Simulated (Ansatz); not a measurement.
**SiNH3 (SMILES [N][SiH3]): UPBE0/STO-3G**

Aim: the electronic atomisation energy of SiNH3 at UPBE0/STO-3G, from 4 runs. 

Program for the calculation: Ansatz 0.2.0.

51 further runs of the same task are left out: 5 that didn't finish, 46 set aside as unsound or not needed.

## 1. The molecule

SiNH3 has 5 atoms, charge 0, and is taken as a triplet. As SMILES, `[N][SiH3]`. Geometry: relaxed at GFN2-xTB.

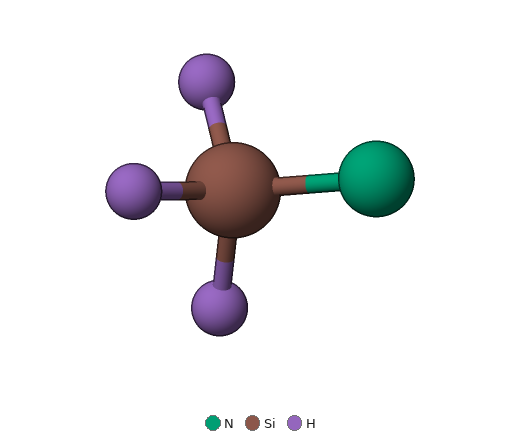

Viewed from a chosen angle; nitrogen teal, silicon brown, hydrogen purple.

## 2. A single-point energy at UPBE0/STO-3G

The input, in.yaml:

```yaml
crystal:
  periodic: [false, false, false]
  atoms:
    - {symbol: "N", position_ang: [-1.536630, 0.334330, 0.479510]}
    - {symbol: Si, position_ang: [0.010240, -0.002340, -0.003820]}
    - {symbol: H, position_ang: [0.064950, -0.313200, -1.445390]}
    - {symbol: H, position_ang: [0.555100, -1.162980, 0.727210]}
    - {symbol: H, position_ang: [0.906340, 1.144190, 0.242490]}
basis:
  gaussian: {orbitals: STO-3G}
magnetization: {spin_polarized: true, initial_magnetization: 2}
accuracy: high
hamiltonian: {xc: pbe0}
```

Launch:

```console
$ ansatz run in.yaml --threads 1 --pin off --max-ram 2610MiB --events-out events.jsonl --progress --plain --runs-dir runs
```

Log:

```text
Warning: RAYON_NUM_THREADS=1 ignored (pool sized by the plan → 1); use --threads N
Functional definition: PBE0
  name "PBE0"
  parameter a = 0.25
  parameter kappa = 0.804
  parameter beta = 0.06672455060314922
  exchange = (1 - a)*pbe_x(kappa = kappa, mu = beta*pi^2/3) + a*exact_x
  correlation = pbe_c(beta = beta)
291 factors; integrals over basis functions are off by at most 1.1e-8 eV
mean field evaluation 1: about -9295.8346 eV, gradient 1.2e1 eV
mean field evaluation 2: about -9296.6249 eV, gradient 8.7e0 eV
mean field evaluation 4: about -9297.1932 eV, gradient 2.1e-1 eV
mean field evaluation 8: about -9297.1632 eV, gradient 1.2e-3 eV
mean field evaluation 16: about -9297.1632 eV, gradient 1.1e-7 eV
mean field -9297.16318882 eV, -341.6644453457 hartree, gradient 4.2e-9 eV, S^2 2.005420; 0 other end points of the search recorded, 0 dependent functions left out
reference -9297.16319004 eV, -341.6644453904 hartree; 13, 11 occupied and 4, 6 virtual orbitals, 291 factors
Total energy: -9297.16319004 eV, -341.6644453904 hartree
```

It took 1.6 s on 1 thread of Arm Neoverse V1, shared host; peak memory 0.12 GiB.

## 3. The H atom

The input, job.yaml:

```yaml
crystal:
  periodic: [false, false, false]
  atoms:
    - {symbol: H, position_ang: [0.000000, 0.000000, 0.000000]}
basis:
  gaussian: {orbitals: STO-3G}
magnetization: {spin_polarized: true, initial_magnetization: 1}
hamiltonian: {xc: {name: PBE0}}
accuracy: high
```

Run the same way, it converges to -0.46651 Eh (log not shown).

## 4. The N atom

The input, job.yaml:

```yaml
crystal:
  periodic: [false, false, false]
  atoms:
    - {symbol: N, position_ang: [0.000000, 0.000000, 0.000000]}
basis:
  gaussian:
    orbitals: STO-3G
magnetization:
  spin_polarized: true
  initial_magnetization: 3
hamiltonian:
  xc: pbe0
accuracy: high
```

Launch:

```console
$ ansatz run job.yaml --threads 1 --pin off --max-ram 2610MiB --events-out events.jsonl --progress --plain --runs-dir runs
```

Log:

```text
Warning: RAYON_NUM_THREADS=1 ignored (pool sized by the plan → 1); use --threads N
Functional definition: PBE0
  name "PBE0"
  parameter a = 0.25
  parameter kappa = 0.804
  parameter beta = 0.06672455060314922
  exchange = (1 - a)*pbe_x(kappa = kappa, mu = beta*pi^2/3) + a*exact_x
  correlation = pbe_c(beta = beta)
15 factors; integrals over basis functions are off by at most 1.1e-9 eV
mean field evaluation 1: about -1465.0322 eV, gradient 5.7e-10 eV
mean field evaluation 2: about -1465.0325 eV, gradient 1.3e-9 eV
mean field -1465.03249433 eV, -53.8389511319 hartree, gradient 0.0e0 eV, S^2 3.750000; 0 other end points of the search recorded, 0 dependent functions left out
reference -1465.03249498 eV, -53.8389511557 hartree; 5, 2 occupied and 0, 3 virtual orbitals, 15 factors
Total energy: -1465.03249498 eV, -53.8389511557 hartree
```

Wall time 0.16 s (1 thread of Arm Neoverse V1, shared host).

## 5. The Si atom

The input, run.yaml:

```yaml
crystal:
  periodic: [false, false, false]
  atoms:
    - {symbol: Si, position_ang: [0.000000, 0.000000, 0.000000]}
basis:
  gaussian: {orbitals: STO-3G}
magnetization: {spin_polarized: true, initial_magnetization: 2}
hamiltonian: {xc: {name: PBE0}}
accuracy: high
```

Launch:

```console
$ ansatz run run.yaml --threads 1 --pin off --max-ram 2610MiB --events-out events.jsonl --progress --plain --runs-dir runs
```

Log:

```text
Warning: RAYON_NUM_THREADS=1 ignored (pool sized by the plan → 1); use --threads N
Functional definition: PBE0
  name "PBE0"
  parameter a = 0.25
  parameter kappa = 0.804
  parameter beta = 0.06672455060314922
  exchange = (1 - a)*pbe_x(kappa = kappa, mu = beta*pi^2/3) + a*exact_x
  correlation = pbe_c(beta = beta)
42 factors; integrals over basis functions are off by at most 2.5e-9 eV
mean field evaluation 1: about -7777.6438 eV, gradient 2.2e-1 eV
mean field evaluation 2: about -7777.6440 eV, gradient 1.1e-2 eV
mean field evaluation 4: about -7777.6436 eV, gradient 9.2e-5 eV
mean field evaluation 8: about -7777.6436 eV, gradient 6.5e-9 eV
mean field -7777.64364562 eV, -285.8231321002 hartree, gradient 6.5e-9 eV, S^2 2.000001; 0 other end points of the search recorded, 0 dependent functions left out
reference -7777.64364672 eV, -285.8231321409 hartree; 8, 6 occupied and 1, 3 virtual orbitals, 42 factors
Total energy: -7777.64364672 eV, -285.8231321409 hartree
```

Run time: 0.36 s. Hardware: 1 thread of Arm Neoverse V1, shared host.

## 6. Outcome

Level: UPBE0/STO-3G.

| quantity | value |
| --- | --- |
| molecule: total energy | -341.66445 Eh |
| molecule: ⟨S²⟩ | 2.005 |
| H atom: total energy | -0.46651 Eh |
| H atom: ⟨S²⟩ | 0.750 |
| N atom: total energy | -53.83895 Eh |
| N atom: ⟨S²⟩ | 3.750 |
| Si atom: total energy | -285.82313 Eh |
| Si atom: ⟨S²⟩ | 2.000 |
| electronic atomisation energy | 16.404 eV |

What this shows: Taking the molecule apart into free atoms costs 16.40 eV (378 kcal/mol), before zero-point energy and without spin-orbit coupling. In a minimal basis such a difference can be off by several eV, whatever the method.
